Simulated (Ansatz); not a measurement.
We consider L1₂ (Cu3Au-type) Ni₃Si, described by rVV10 (Ansatz, a first-principles code, PAW).

Numerical settings: plane-wave cutoff 520 eV, 16×16×16 k mesh, Fermi–Dirac smearing 0.05 eV, no spin polarisation, scalar-relativistic PAW data made under PBE.

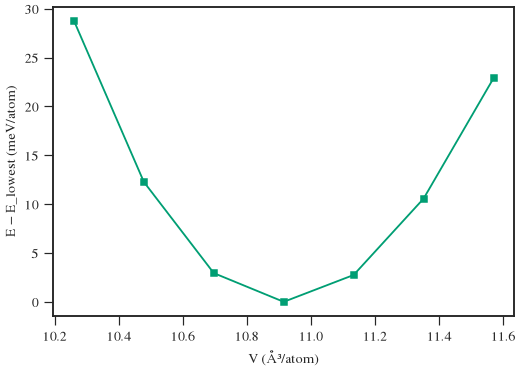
Figure: Total energy against volume

From the curve, estimate the equilibrium volume and the bulk modulus.

V0 ≈ 10.9 Å³/atom and B0 ≈ 210 GPa; the fit gives V0 = 10.915 Å³/atom, B0 = 209 GPa, B′ = 4.8.

Measured, for comparison: equilibrium volume per atom 10.81 Å³/atom (temperature not stated, no zero-point or thermal correction; as tabulated in Metallic Nickel Silicides: Experiments and Theory for NiSi and First Principles …). Computed (rounded) less measured: equilibrium volume per atom +1.0 %.

Computed values are for the static lattice.

Computing time: about 3 core-minutes (a rough figure).
